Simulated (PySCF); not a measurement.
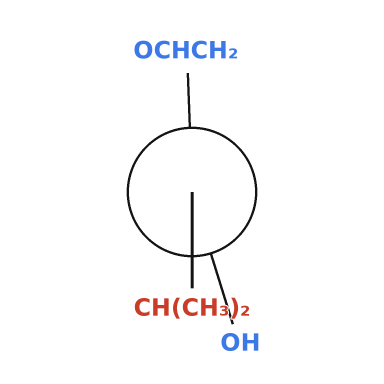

A Newman projection along the O–B bond, oxygen in front; angles are drawn as computed, but eclipsed bonds slightly apart. The computed structure is the end point of a PBE0-D3(BJ)/def2-SVP optimisation. No frequency run is at hand to confirm it as a minimum.

> Which molecule is it?

C5H11BO3, C=COB(O)OC(C)C

> What is the torsion angle from the front CH(CH3)2 to the back OCHCH2? The sign is positive where the front bond must turn clockwise to cover the back bond.

178°, antiperiplanar (anti).
